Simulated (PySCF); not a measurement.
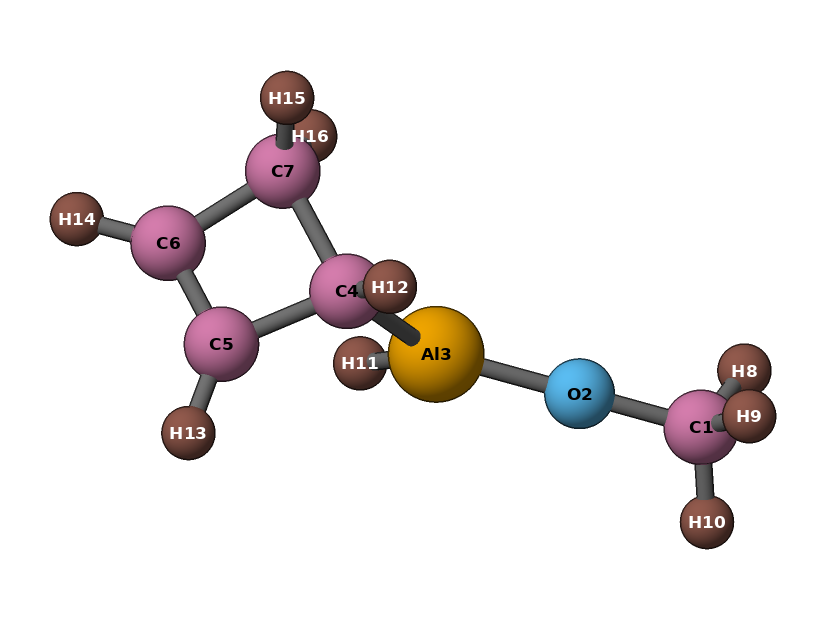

The computed structure is the end point of a GFN2-xTB optimisation. No frequency run is at hand to confirm it as a minimum. Properties computed with GIAO PBE0/pcSseg-1 NMR shielding, non-relativistic, gas phase (PySCF 2.14.0). Principal shieldings σ11 ≤ σ22 ≤ σ33, span Ω = σ33 − σ11, skew κ = 3(σiso − σ22)/Ω.

Give the shielding tensors of the Al atoms.

```
atom    σ11    σ22    σ33   σiso      Ω     κ
 Al3  372.5  381.6  478.4  410.8  105.9  0.83
```

Shieldings and span in ppm.

The geometry is semi-empirical. Around Al such bond lengths and angles can be off by a tenth of an ångström or more and by several degrees, and values that hang on the shape move with them.
